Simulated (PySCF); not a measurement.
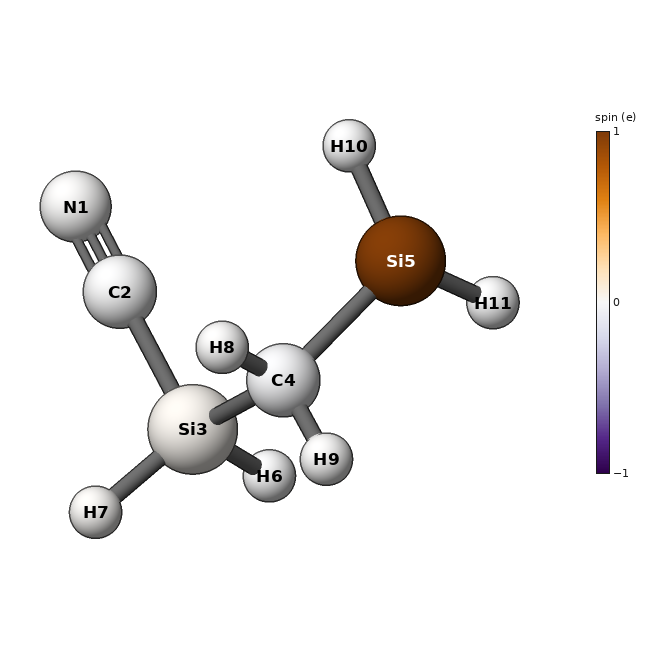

Atoms are coloured by their Mulliken spin populations. Charge 0, doublet. Computed geometry: GFN2-xTB optimisation. No frequency run is at hand to confirm it as a minimum. Properties computed with UKS B3LYP, pcH-1 on C H N Si, non-relativistic (PySCF 2.14.0).

> Which atom carries the largest spin population?

Si5 (0.98 e).

> Which atom has the lowest spin population?

C4 (−0.02 e); a negative value comes from spin polarisation.

List the Mulliken spin populations.

```json
{"atom": "N1", "value (e)": "0.00"}
{"atom": "C2", "value (e)": "0.00"}
{"atom": "Si3", "value (e)": "0.03"}
{"atom": "C4", "value (e)": "−0.02"}
{"atom": "Si5", "value (e)": "0.98"}
{"atom": "H6", "value (e)": "0.00"}
{"atom": "H7", "value (e)": "0.01"}
{"atom": "H8", "value (e)": "0.00"}
{"atom": "H9", "value (e)": "0.00"}
{"atom": "H10", "value (e)": "0.00"}
{"atom": "H11", "value (e)": "0.00"}
```

Mulliken values depend strongly on the basis set. The geometry is semi-empirical. Around Si such bond lengths and angles can be off by a tenth of an ångström or more and by several degrees, and values that hang on the shape move with them.
